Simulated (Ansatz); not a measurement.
## Ta3Sn: pressure series

Start from Ta3Sn in the A15 (Cr3Si type) structure (space group Pm-3n, No. 223).

```cif
data_Sn2Ta6
_chemical_formula_sum 'Ta6 Sn2'
_space_group_name_H-M_alt 'Pm-3n'
_space_group_IT_number 223
_space_group_name_Hall '-P 4n 2 3'
_cell_length_a 5.26079
_cell_length_b 5.26079
_cell_length_c 5.26079
_cell_angle_alpha 90.000
_cell_angle_beta 90.000
_cell_angle_gamma 90.000
loop_
_atom_site_label
_atom_site_type_symbol
_atom_site_symmetry_multiplicity
_atom_site_Wyckoff_symbol
_atom_site_fract_x
_atom_site_fract_y
_atom_site_fract_z
_atom_site_occupancy
Ta1 Ta 6 c 0.00000 0.50000 0.25000 1
Sn1 Sn 2 a 0.00000 0.00000 0.00000 1
```

Cell and atoms are relaxed at each pressure.

Calculations: plane-wave PAW DFT at the PBEsol level (Ansatz, an electronic-structure program, 420 eV), without spin-orbit coupling.

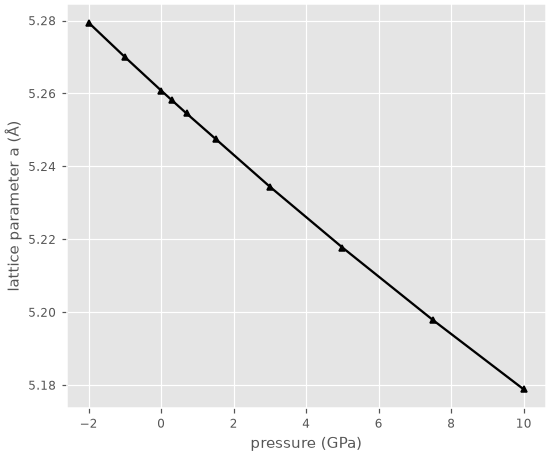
*Lattice parameter a against pressure*

| pressure (GPa) | lattice parameter a |
|---|---|
| -2 | 5.279 Å |
| -1 | 5.270 Å |
| 0.3 | 5.258 Å |
| 0.7 | 5.255 Å |
| 1.5 | 5.248 Å |
| 3 | 5.234 Å |
| 5 | 5.218 Å |
| 7.5 | 5.198 Å |
| 10 | 5.179 Å |

Load acts through the strain it causes; cell and atoms are relaxed under it. Whether these cells are dynamically stable was not tested. Competing high-pressure phases were not computed. The final runs are not spin-polarised.
